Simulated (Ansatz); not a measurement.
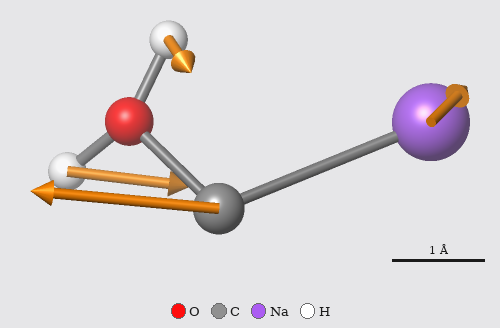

This is a relaxation of CH2NaO (charge −1). The starting structure is drawn; orange arrows show the displacements, at their true length. The two geometries are superimposed by the best rigid fit.

A ball-and-stick model, seen at a tilt.

The run prepares an end point of a later path (hydrogen shift) calculation, from a guessed geometry.

Method: UKS PBE0-D4/def2-SVP in Ansatz.

Input
```yaml
crystal:
  periodic: [false, false, false]
  atoms:
    - { symbol: O, position_ang: [0.04547, -0.57217, 0.97464] }
    - { symbol: C, position_ang: [0.57802, 0.25738, -0.18912] }
    - { symbol: Na, position_ang: [-1.05434, 2.22668, -0.37083] }
    - { symbol: H, position_ang: [0.0964, -1.49182, 0.70572] }
    - { symbol: H, position_ang: [-0.39588, 0.05662, 1.59909] }
total_charge: -1
magnetization:
  spin_polarized: true
basis:
  gaussian: { orbitals: def2-SVP }
hamiltonian:
  xc: pbe0
  dispersion: d4
relax:
  f_tol: 0.02
  max_steps: 50
```

Command:
```bash
ansatz run input.yaml --threads 1 --pin off --max-ram 2048MiB --backend cpu --events-out ev --progress --plain --runs-dir out
```

> Atoms of which element are displaced furthest, and by how much?

Carbon: up to 2.08 Å, against 1.36 Å for hydrogen.

> Describe the change and its energy.

The largest move after the best rigid fit is that of C2, 2.08 Å. By element the largest moves are C 2.08 Å, H 1.36 Å, Na 0.91 Å, O 0.09 Å. Near-neighbour distances that change, for instance: C2–Na3 2.564 → 5.137 Å, O1–Na3 3.294 → 3.696 Å, Na3–H5 3.004 → 3.209 Å, O1–C2 1.525 → 1.633 Å. Bonds break, among them: C2–Na3 (2.56 → 5.14 Å). Bond angles that change, for instance: H4–O1–H5 144.0° → 103.3°, C2–O1–H4 106.8° → 113.6°. The energy falls by 26.7 kcal/mol in 14 geometry steps. The largest force component goes from 1.6 to 0.0096 eV/Å. The run took 100 s on 1 thread of Intel(R) Xeon(R) CPU @ 2.60GHz (Ice Lake) (shared host), peak memory 0.16 GiB.

Limits of the set-up: the basis has no diffuse functions, which an anion needs.
